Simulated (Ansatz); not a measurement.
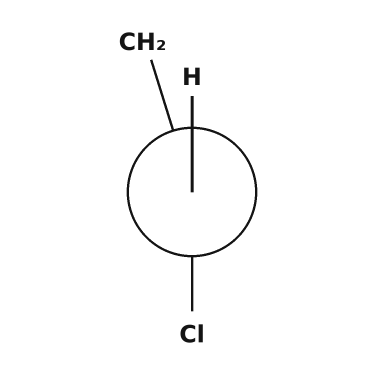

A Newman projection along the O–C bond, oxygen in front; angles are drawn as computed, but eclipsed bonds slightly apart. Computed geometry: PBE0-D4/def2-TZVP optimisation.

### Which molecule is it?

C2H3ClO, C=C(O)Cl

### What is the torsion angle from the front H to the back Cl? The sign is positive where the front bond must turn clockwise to cover the back bond.

180°, antiperiplanar (anti).
